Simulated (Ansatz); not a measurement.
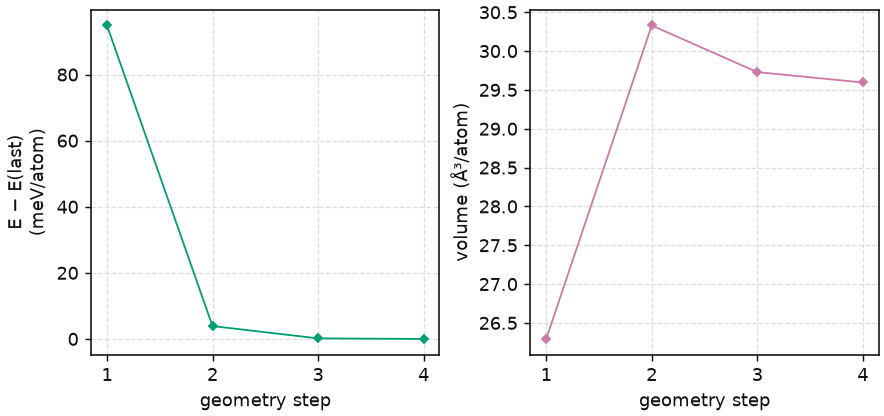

History of a geometry optimisation. Atoms and cell relax. A closing SCF on a freshly chosen basis isn't drawn.

```
crystal:
  lattice:
    - [0.0, 3.4039354034, 3.4039354034]
    - [3.4039354034, 0.0, 3.4039354034]
    - [3.4039354034, 3.4039354034, 0.0]
  atoms:
    - { symbol: W, position: [0.0, 0.0, 0.0] }
    - { symbol: Bi, position: [0.25, 0.25, 0.25] }
    - { symbol: Bi, position: [0.75, 0.75, 0.75] }
kpoints:
  mp_grid: { grid: [1, 1, 1] }
scf:
  occupations: { method: fermi_dirac, width: 0.08 }
  max_iter: 60
hamiltonian:
  xc: pbe
  pseudopotentials: { kind: paw }
output:
  forces: true
  stress: true
relax:
  f_tol: 0.005
  max_steps: 80
  cell: {}
```

Command:
```bash
ansatz run input.yaml --threads 1 --pin off --max-ram 3072MiB --backend cpu --events-out ev --progress --plain --runs-dir out
```

How did it end, and what did it gain?

The optimisation met its thresholds at geometry 4, counting the start as the first. The energy fell by about 95 meV/atom from the first step to the last. All forces vanish by symmetry, so only the cell moves.

What happens to the cell?

The volume grows from 26.3 to 29.6 Å³ per atom (+13 %), overshooting to 30.3 at step 2. The start was compressed.

Is anything amiss with this input?

Yes: one k-point for a small cell (kpoints.mp_grid.grid set to [1, 1, 1] (from [10, 10, 10])).
